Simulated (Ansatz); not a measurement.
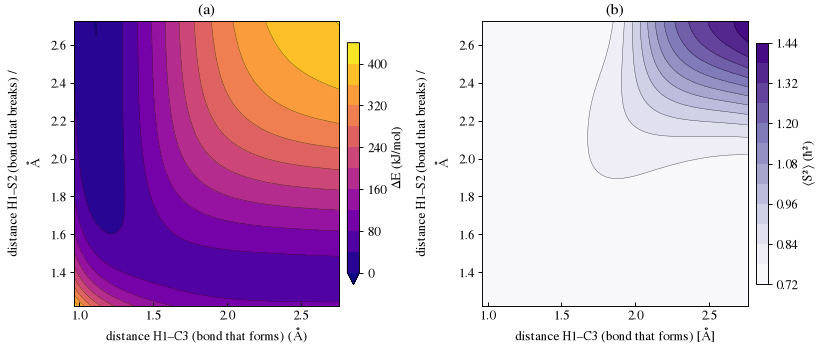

The reacting system CH5S (fragments H₂S + CH₃ where the first distance is long, CH₄ + HS where the second is long), spin multiplicity 2. 
- First axis: distance H1–C3 (bond that forms). Second axis: distance H1–S2 (bond that breaks).
- Relaxed at each point: all other coordinates.
- The scan uses an 8 × 8 grid.
- Points are written as (first, second).
- All energies are given in kJ/mol relative to the lowest grid point.
- In part of the range the unrestricted reference is strongly spin-contaminated.
- These are results of Ansatz, UKS r2SCAN-D4/def2-SVP, not measurements.

Panel (a) is the energy; panel (b) is the computed ⟨S²⟩, in ħ².

The picture shows filled contours. Between grid points the surface is interpolated.

Q: How does the ⟨S²⟩ vary over the map, and what is it at the lowest grid point?

A: Leaving out the highest fifth of the energies, it runs from 0.75 ħ² at (0.963 Å, 2.461 Å) to 0.82 ħ² at (1.857 Å, 2.209 Å). At the lowest grid point, (1.121 Å, 2.724 Å), it is 0.75 ħ². That point lies on the edge of the scan.
